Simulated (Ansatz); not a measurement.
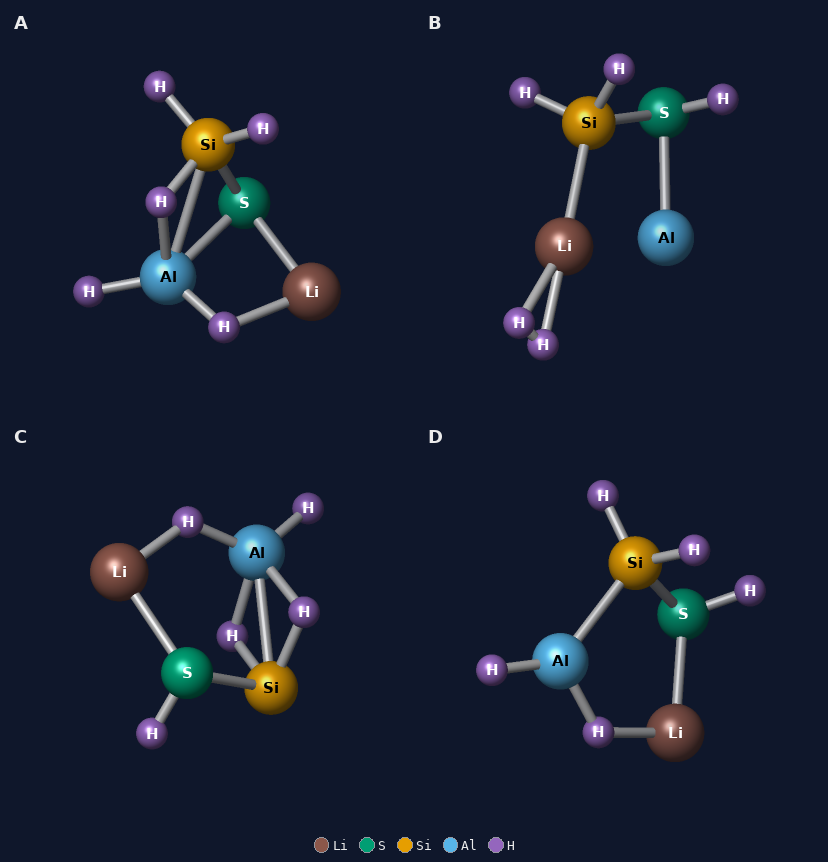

4 stationary structures of one formula. The species has charge +1 and is a spin singlet. Geometries: PBE0-D4/def2-TZVP. Electronic energies: RHF-CCSD(T) (frozen core)/def2-TZVPP (Ansatz 0.2.0), without zero-point energy. No frequency run is at hand to confirm each as a minimum. Each is one conformer, not always the lowest.

Question: Which structure is the most stable?

Answer: A is lowest; D lies 23.0 kcal/mol above it, C lies 34.6 kcal/mol above it, B lies 53.0 kcal/mol above it.
